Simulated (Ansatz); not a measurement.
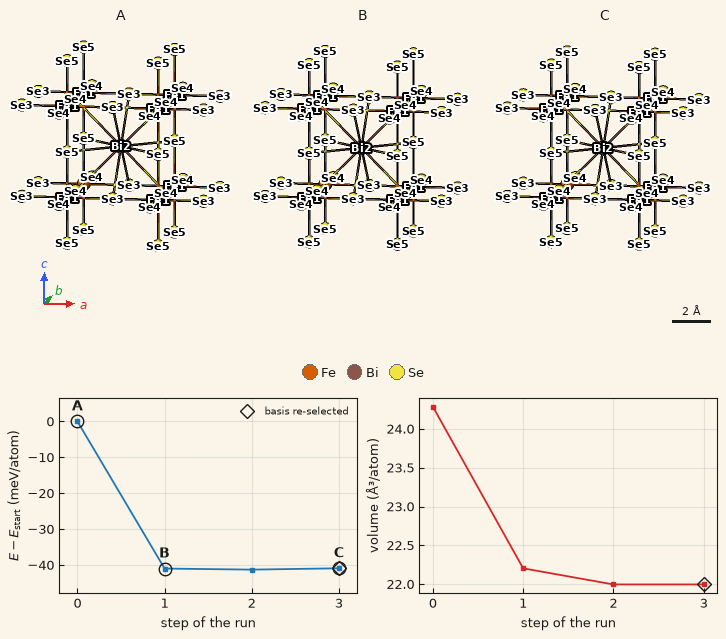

Frames of a relaxation of a crystal of FeBiSe3 (a generated structure, set up in Pm-3m) (coarse preliminary run), marked on the history of the run. A ball-and-stick model of the cell of the calculation, seen slightly off an axis.

Method: Ansatz 0.2.0, DFT PBE, scalar-relativistic, plane waves, PAW. (plane-wave cutoff 420 eV; k-point mesh 4 × 4 × 4; occupations gaussian; smearing width 0.1 eV; collinear spin; cell and atoms relaxed; force threshold 0.04 eV/Å; at most 70 steps)

Describe the path.

Answer. After 2 accepted moves (3 points after the start) the energy has fallen by 40.9 meV per atom. All forces vanish by symmetry, so only the cell relaxes. Pressure: −5.35 GPa at the start and 0.13 GPa at the end. At 1 point the geometry stayed and the basis and grid were re-selected for the new cell (energy shift of 0.4 meV per atom at most each time). The atoms keep their places relative to the cell (all moves are under 0.005 Å). The volume changes by −9.4 %, with a = b = c 4.952 → 4.791 Å (−3.2 %). Near-neighbour distances that change, for instance: Bi2–Se3 3.502 → 3.388 Å, Fe1–Se3 2.476 → 2.396 Å. The space group stays Pm-3m (No. 221). The run took 45 s on 1 thread of Arm Neoverse V1, with other jobs on the host, peak memory 0.48 GiB. From step 0 to 1: volume −8.6 %, energy −41.0 meV per atom. From step 1 to 3: volume −0.9 %, energy +0.1 meV per atom.

| step | E − E(0), meV/atom | pressure, GPa | volume, Å³/atom | note |
| --- | --- | --- | --- | --- |
| 0 | 0.00 | -5.35 | 24.286 |  |
| 1 | -40.98 | -0.53 | 22.204 |  |
| 2 | -41.28 | 0.13 | 21.996 |  |
| 3 | -40.91 | 0.13 | 21.996 | same geometry, new basis |
